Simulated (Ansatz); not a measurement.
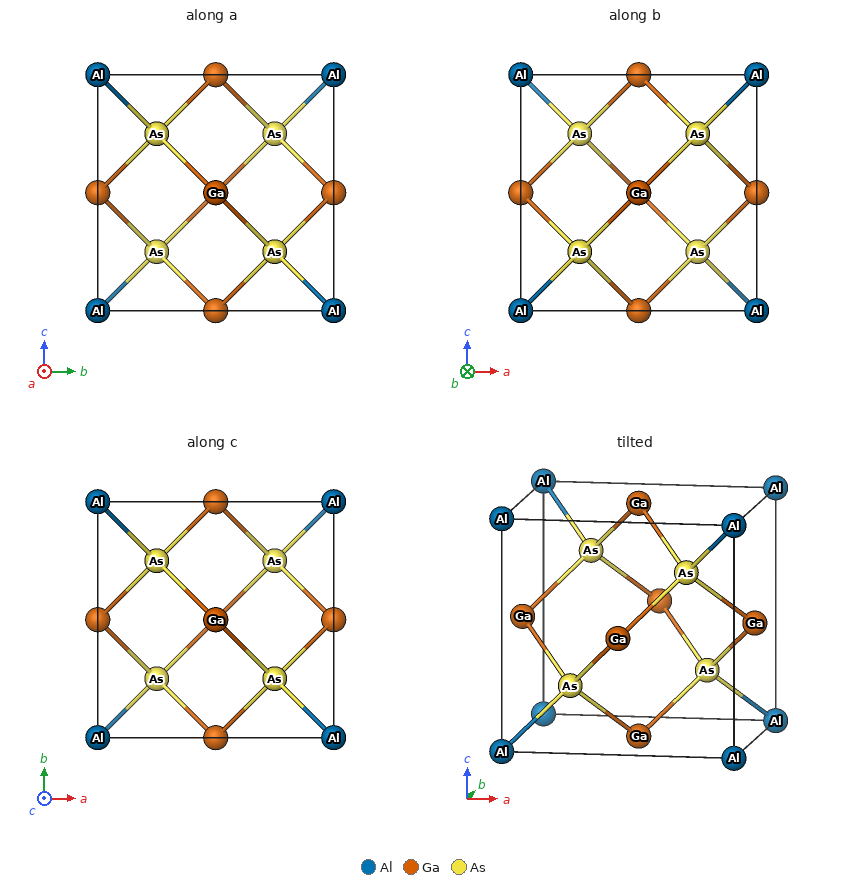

Structure drawing (ball-and-stick), viewed along the a axis, along the b axis, along the c axis and slightly off an axis. The conventional unit cell is drawn as a box.

Lattice parameters: a = 5.6637 Å, b = 5.6637 Å, c = 5.6637 Å, α = 90.000°, β = 90.000°, γ = 90.000°.

**Convert the drawing into a CIF with its space group and independent sites.**

```cif
data_structure
_symmetry_space_group_name_H-M 'P -4 3 m'
_symmetry_Int_Tables_number 215
_cell_length_a 5.6637
_cell_length_b 5.6637
_cell_length_c 5.6637
_cell_angle_alpha 90.000
_cell_angle_beta 90.000
_cell_angle_gamma 90.000
_cell_volume 181.67
loop_
_atom_site_label
_atom_site_type_symbol
_atom_site_symmetry_multiplicity
_atom_site_Wyckoff_symbol
_atom_site_fract_x
_atom_site_fract_y
_atom_site_fract_z
_atom_site_occupancy
Al1 Al 1 a 0.0000 0.0000 0.0000 1
Ga1 Ga 3 c 0.5000 0.5000 0.0000 1
As1 As 4 e 0.7500 0.7500 0.2500 1
```

The structure comes from a structure type filled with these elements by a generator (whether the compound takes this form wasn't checked). Earlier steps of the study, as a rule a relaxation of our own, may have changed the cell and positions, so they can lie some per cent off the listed ones. It was run through Ansatz as a DFT input.
